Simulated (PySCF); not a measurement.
```xyz
2

Ca    0.0000    0.0000   -1.7253
Br    0.0000    0.0000    0.8737
```

Computed with PBE0/pcseg-1, non-relativistic, at a bond length of 2.599 Å in PySCF.

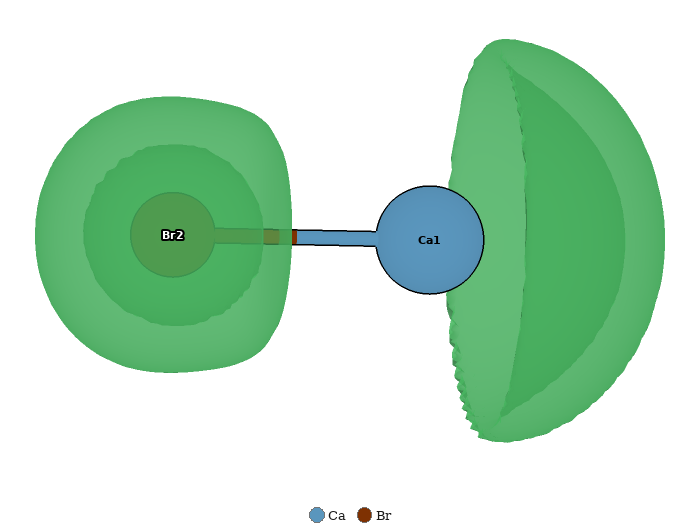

CaBr (doublet). Isosurface of the electron localisation function at 0.75 (green), seen from one side. Core shells and regions of very low density are left out.

Where are the electrons localised?

The ELF exceeds this value in one region wrapped around Br (its valence shell) and one region wrapped around Ca (its valence shell).

Values along the shortest contacts:
Ca–Br (2.60 Å): the ELF peaks at about 0.80 in the valence shell of Br, 1.0 Å from its nucleus, and is about 0.35 at the midpoint; a closed-shell, largely ionic contact.
